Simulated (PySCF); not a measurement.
C₅H₁₀GeO (SMILES COC1=C[CH2][GeH2][CH2]1)

The calculation's input:

```
{"job": {"kind": "uv", "xc": "CAM-B3LYP", "basis": "def2-SVPD", "nstates": 8, "ntriplets": 3}, "charge": 0, "multiplicity": 1}
C      2.688788     0.344068     0.318881
O      1.630954    -0.279017     0.999533
C      0.365900    -0.210046     0.468073
C     -0.632316    -0.802917     1.118854
C     -2.033323    -0.760128     0.587351
Ge    -1.843793     0.285224    -1.080632
C      0.105459     0.519361    -0.822772
H      3.575633     0.157801     0.923566
H      2.843330    -0.080742    -0.678789
H      2.540527     1.425566     0.229215
H     -0.443742    -1.325204     2.043901
H     -2.410235    -1.770727     0.418290
H     -2.703430    -0.292113     1.311156
H     -2.187971    -0.443432    -2.352073
H     -2.593785     1.589757    -1.123867
H      0.694076     0.087292    -1.633484
H      0.396933     1.567288    -0.737114
```

Launched as:

```sh
OMP_NUM_THREADS=1 python probes_run.py task.json out
```

Geometry: GFN2-xTB.

The calculation used CAM-B3LYP/def2-SVPD, SCF density, gas phase (PySCF 2.14.0).

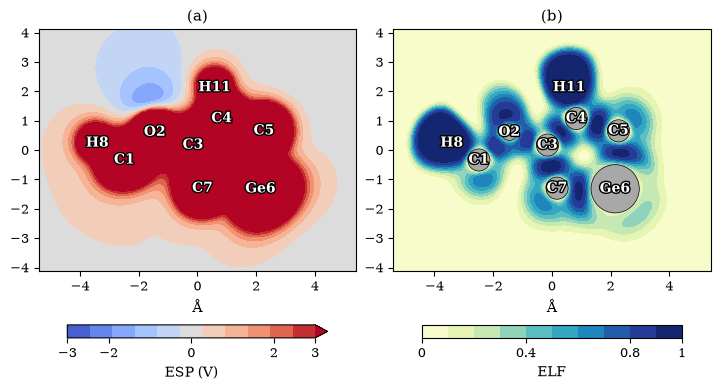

Figure 1. (a) molecular electrostatic potential; (b) ELF on the plane of atoms C1, O2 and C3. Grey discs cover the atomic cores in the ELF map.

Question: Read the bonding off the picture.

Answer:
- The section cuts through C, O, Ge and H sites.
- C–C (1.33 Å): the ELF peaks at about 0.95 between the atoms: a multiple bond.
- C–O (1.37 Å): the ELF peaks at about 0.90 between the atoms; a shared but strongly polarised pair.
- C–Ge (1.98 Å): the ELF peaks at about 0.95 in the valence shell of C, 0.7 Å from its nucleus, and is about 0.75 at the midpoint.
- C–H (1.08 Å): the ELF climbs to about 1 towards the hydrogen, as it does in any bond to H (an ordinary covalent bond to hydrogen).
- C–C (1.50 Å): the ELF peaks at about 0.95 between the atoms, as expected for a covalent bond.
- The ELF also peaks beside O2, away from the bonds: lone-pair regions.
- Outside the dense part of the molecule the potential is most negative (−1.8 V) near O2.

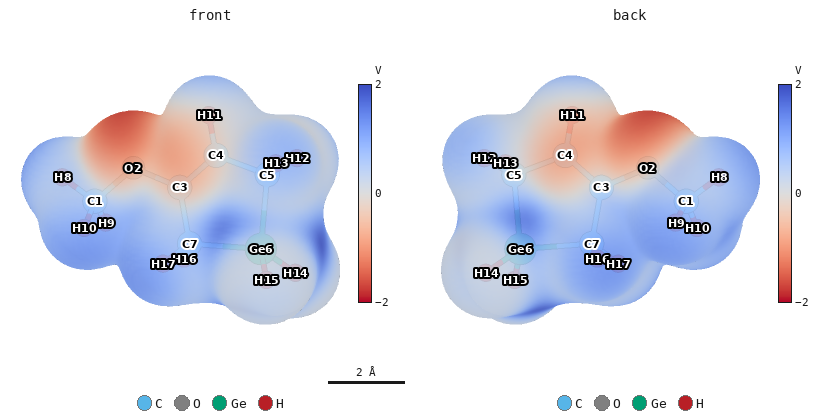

Figure 2. The electrostatic potential painted on the density surface at 0.004 e/bohr³, seen from the front and from behind; the colour scale runs from red (negative) to blue (positive).

Question: Where is the surface potential most negative and most positive?

Answer: The most negative region (about −1.6 V) lies over O2, the most positive (about +1.7 V) over Ge6. O2 is the likeliest acceptor of a hydrogen bond.

Question: What dipole moment does the calculation give?

Answer: Its dipole moment is 1.43 D.
